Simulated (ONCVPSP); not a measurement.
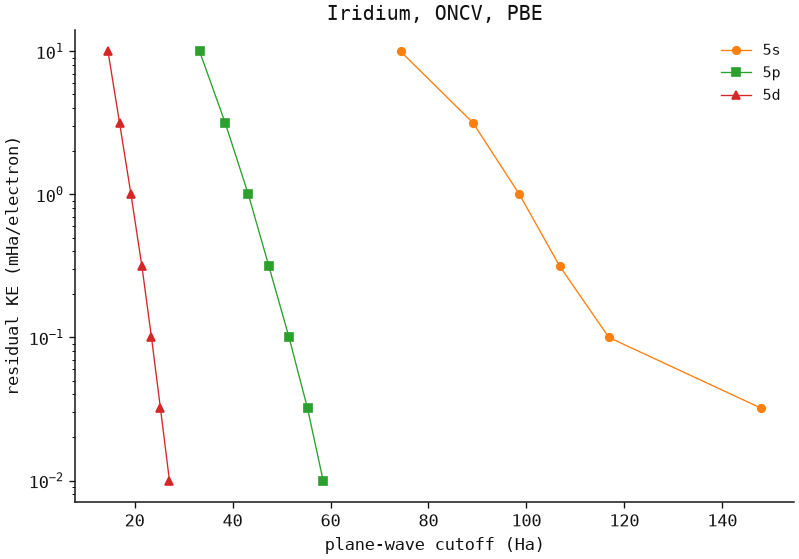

Residual kinetic energy of the pseudo-waves (the first of each channel, and further valence shells) beyond the plane-wave cutoff, as the generator prints it.

Input of ONCVPSP 4.0.1:

```
# ATOM AND REFERENCE CONFIGURATION
# atsym  z   nc   nv     iexc    psfile
  Ir 77.00   10    3        4      upf
#
#   n    l    f
    1    0    2.00
    2    0    2.00
    2    1    6.00
    3    0    2.00
    3    1    6.00
    3    2   10.00
    4    0    2.00
    4    1    6.00
    4    2   10.00
    4    3   14.00
    5    0    2.00
    5    1    6.00
    5    2    7.00
#
# PSEUDOPOTENTIAL AND OPTIMIZATION
# lmax
    2
#
#   l,   rc,      ep,       ncon, nbas, qcut
    0    1.10    0.00    4    7    5.80
    1    1.40    0.00    4    9   12.50
    2    1.80    0.00    4    8    8.70
#
# LOCAL POTENTIAL
# lloc, lpopt,  rc(5),   dvloc0
    4    5    0.70    0.00
#
# VANDERBILT-KLEINMAN-BYLANDER PROJECTORs
# l, nproj, debl
    0    1    0.80
    1    1    0.70
    2    2    2.50
#
# MODEL CORE CHARGE
# icmod, fcfact, rcfact
    0    0.00    0.00
#
# LOG DERIVATIVE ANALYSIS
# epsh1, epsh2, depsh
   -6.00    5.00    0.04
#
# OUTPUT GRID
# rlmax, drl
    6.00    0.01
#
# TEST CONFIGURATIONS
# ncnf
    4
# nvcnf
#   n    l    f
    4
    5    0    2.00
    5    1    6.00
    5    2    7.00
    6    0    2.00
#
    4
    5    0    2.00
    5    1    6.00
    5    2    7.00
    6    0    1.00
#
    3
    5    0    2.00
    5    1    6.00
    5    2    6.00
#
    3
    5    0    2.00
    5    1    6.00
    5    2    5.00
#
```

Run as:
```bash
oncvpsp.x < Ir.dat > Ir.out
```

Functional and relativity: PBE, scalar-relativistic.

**Which cutoffs does the potential need for its occupied states?**

99 Ha for 1 mHa and 117 Ha for 0.1 mHa per electron. The first is set by 5s.

**At which cutoff does each wave reach 1 mHa per electron?**

5s: 99 Ha; 5p: 43 Ha; 5d: 19 Ha.

**Which wave is the hardest at 1 mHa per electron, and which settings govern it?**

5s, with rc = 1.10 bohr and qcut = 5.8 1/bohr. The optimisation minimises, but can't always remove, the kinetic energy above qcut²/2 = 16.8 Ha, and a larger rc would as a rule soften the wave at some cost in transferability.

The potential isn't sound: its ghost test gives GHOST(-) flagged for s at -617.7 eV, p at -214.6 eV; no localised positive-energy state flagged.
